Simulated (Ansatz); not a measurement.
The figure comes from a scan of Cs$_{2}$AgBiBr$_{6}$ (double-perovskite type, space group Fm-3m): the cell is scaled evenly about its relaxed volume V₀. Calculation: r2SCAN (plane waves to 500 eV, PAW, scalar-relativistic; Ansatz, a quantum-chemistry and plane-wave program). k mesh 5×5×5 (Γ-centred), Fermi-Dirac smearing 0.05 eV. The energy includes the smearing's −TS. Cs2AgBiBr6 was relaxed with its symmetry unable to fall. Spin-orbit coupling is left out, though Bi is heavy. The zero of ΔE is the relaxed starting cell.

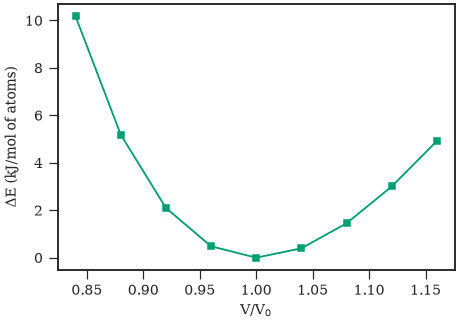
Fig. 1. ΔE (kJ/mol of atoms) against V/V₀; markers are the computed points, lines only join them.

Turn the plot into a table (rounded to what can be read).

To the nearest 0.2:

```csv
V/V₀,ΔE (kJ/mol of atoms)
0.840,10.2
0.880,5.2
0.920,2.0
0.960,0.4
1.000,0.0
1.040,0.4
1.080,1.4
1.120,3.0
1.160,5.0
```

(Under strain, the slope of the energy per volume gives the stress and its curvature an elastic modulus.)
